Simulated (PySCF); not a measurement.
**C3H5Ga (SMILES C#C[CH2][GaH2]): density, localisation and related maps**

```yaml
atoms:
  - { symbol: C, position_ang: [-2.1846, 0.0549, -0.0541] }
  - { symbol: C, position_ang: [-1.0834, -0.3880, 0.1257] }
  - { symbol: C, position_ang: [0.2721, -0.8446, 0.3226] }
  - { symbol: Ga, position_ang: [1.4430, 0.7737, -0.1459] }
  - { symbol: H, position_ang: [-3.1751, 0.3727, -0.1931] }
  - { symbol: H, position_ang: [0.4203, -1.1648, 1.3617] }
  - { symbol: H, position_ang: [0.4856, -1.7018, -0.3284] }
  - { symbol: H, position_ang: [3.0334, 0.7689, -0.0720] }
  - { symbol: H, position_ang: [0.8023, 2.1350, -0.6144] }
```

Geometry: GFN2-xTB.

Level of theory: CAM-B3LYP/def2-SVPD, SCF density, gas phase in PySCF.

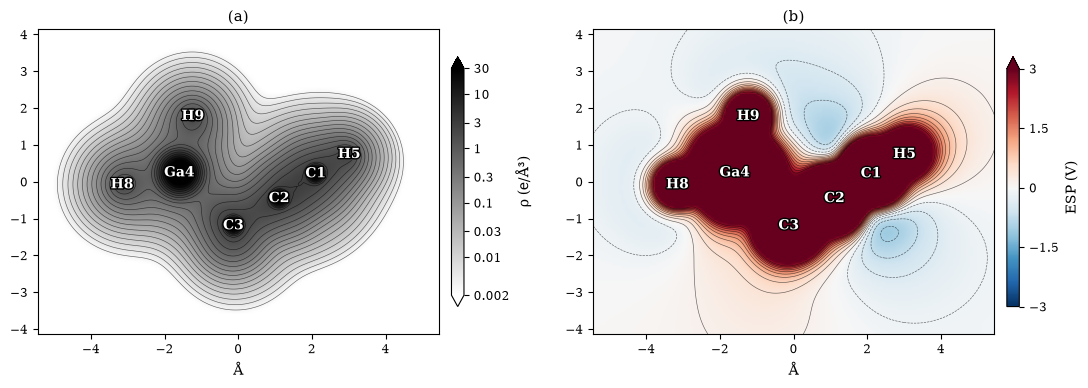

Figure 1. (a) electron density; (b) electrostatic potential on the plane of atoms C3, Ga4 and H9.

> What do the fields say about this system?

Atoms in the plane: C, Ga and H.
C–C (1.20 Å): the density is about 2.7 e/Å³ at the midpoint.
C–Ga (2.05 Å): ρ is about 0.69 e/Å³ halfway.
C–H (1.05 Å): the density is about 2.1 e/Å³ at the midpoint.
Ga–H (1.58 Å): ρ at the midpoint is about 0.95 e/Å³.
Outside the dense part of the molecule the potential is most negative (−1.1 V) near C1.

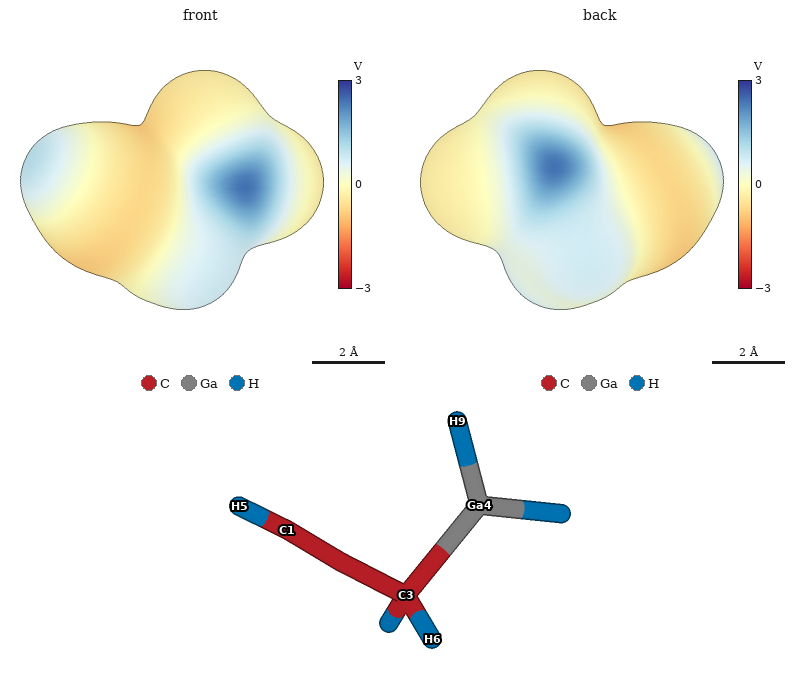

Figure 2. The molecular electrostatic potential painted on the density surface at 0.001 e/bohr³, seen from the front and from behind; the colour scale runs from red (negative) to blue (positive). The bare structure is drawn below in the same view.

> Describe the electrostatic potential map.

The most negative region (about −0.8 V) lies over C1 and C2, the most positive (about +2.3 V) over Ga4.

> What dipole moment does the calculation give?

Its dipole moment is 0.80 D.
